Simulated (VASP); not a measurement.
Band structure of SiC (zinc blende). Level of theory: PBE GGA with D4 dispersion, VASP's PBE PAW potentials (set 64) (plane waves; VASP).

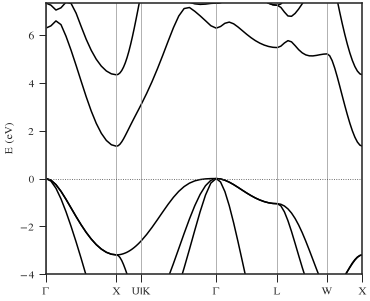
Figure: Bands along high-symmetry lines, zero at the valence-band maximum or, without a gap, the Fermi level

Problem. Read the plot: is there a gap, and where are the band edges?

Solution. The gap is indirect, 1.35 eV, from the valence maximum at Γ to the conduction minimum at X. (Edges off the drawn lines would not show.)

Measured: gap 2.53 eV (computed value off by -1.18 eV), as given by Wei Chen et al., Physical Review Materials (2018), doi:10.1103/physrevmaterials.2.073803 [zero-point renormalisation of 0.11 eV added back (the table's ZPR column)].

The compound is SiC in the zinc blende structure. It was relaxed first.
